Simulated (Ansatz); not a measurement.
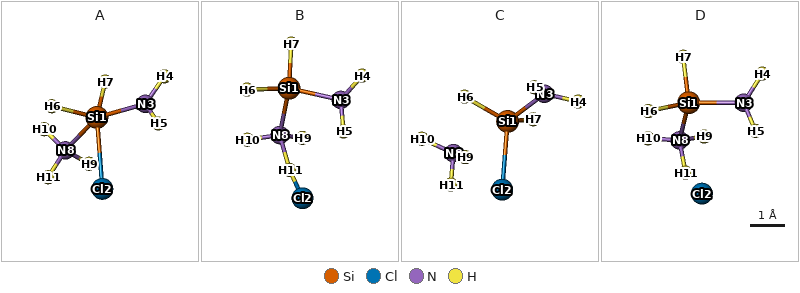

4 geometries from a converged minimum-energy path of SiN2H7Cl, made up at the start of SiNH4Cl and NH3, shuffled. A ball-and-stick model, seen from a free direction.

Computed with RKS LDA/def2-SVP (Ansatz). Set-up: 5 movable images; climbing image; force threshold 0.05 eV/Å; iteration limit 60; starting path through a guess of the saddle point.

Question: One of them is the converged climbing image. Which?

Answer: A. In order along the path, whose images run from 0 to 6: C (image 1, +0.022 eV), A (image 3, +0.168 eV), D (image 5, +0.093 eV), B (image 6, +0.006 eV). Breaking: Si1–Cl2 (2.13 → 2.22 at the top → 3.42 Å). Forming: Cl2–H11 (2.80 → 2.45 at the top → 1.48 Å), Si1–N8 (2.36 → 2.08 at the top → 1.79 Å).
